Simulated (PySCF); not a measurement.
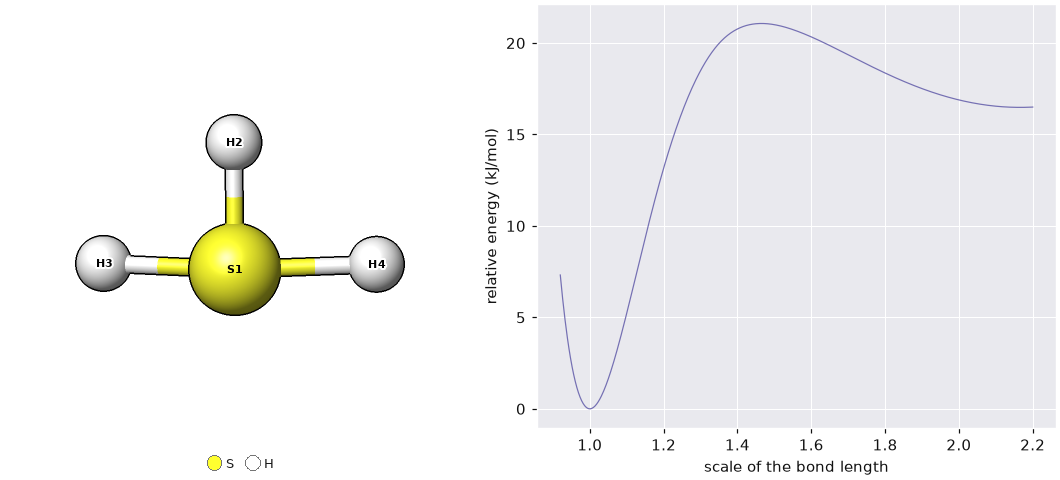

Rigid scan of SH₃, doublet, from a minimum of the shape that electron-pair counting expects: bond from atom 1 to the last atom scaled (atom 1 is the central atom). PBE0/def2-TZVP with PySCF 2.14.0, unrestricted determinant, no spin-orbit coupling; energies counted from the minimum. Splines pass through the computed points.

> What does it cost to go to either end of the scan?

7.3 kJ/mol at 0.92 and 16.5 kJ/mol at 2.20; the highest point is 20.7 kJ/mol at 1.55.

> Give the values at the computed points.

In kJ/mol:
```tsv
scale of the bond length	PBE0
0.92	7.3
0.96	1.5
1.00	0.0
1.05	1.6
1.12	6.9
1.20	13.2
1.35	20.0
1.55	20.7
1.80	18.4
2.20	16.5
```
